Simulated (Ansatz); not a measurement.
P (space group Cmce, No. 64). Coordinates: coordinates from a relaxation with DFT, PBE, plane waves (420 eV) with PAW, scalar-relativistic in Ansatz.

```xyz
8
Lattice="3.3203 0.0000 0.0000 0.0000 11.2302 0.0000 0.0000 0.0000 4.5442" Properties=species:S:1:pos:R:3 pbc="T T T"
P     0.0000   10.1693    4.1541
P     1.6602   10.1693    2.6622
P     1.6602    6.6760    0.3901
P     0.0000    6.6760    1.8820
P     1.6602    4.5542    4.1541
P     0.0000    4.5542    2.6622
P     0.0000    1.0609    0.3901
P     1.6602    1.0609    1.8820
```

Bonds are taken as P–P below 2.5 Å. Simplification: prune 0- and 1-connected atoms, fold 2-connected ones into links.

Derive the underlying net.

The result is a uninodal 3-connected, two-periodic (layers) net: P is a 3-connected node. It is the hcb net, known from graphene. The layers lie parallel to (010).

```tsv
node	links	point symbol	coordination sequence
P	3	6^3	3 6 9 12
```

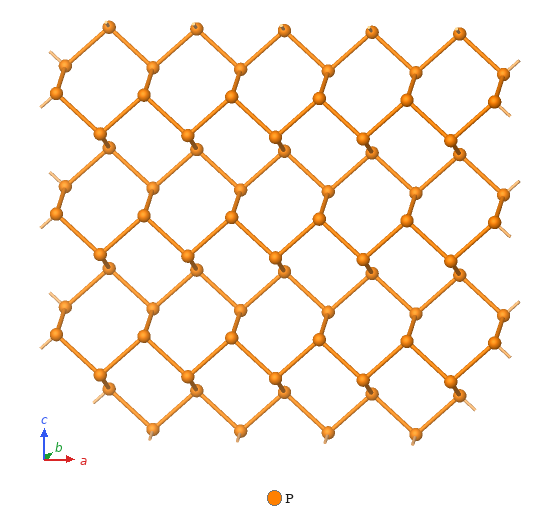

Nodes are coloured by element. One layer is drawn. Edges to nodes outside the piece are drawn as stubs.
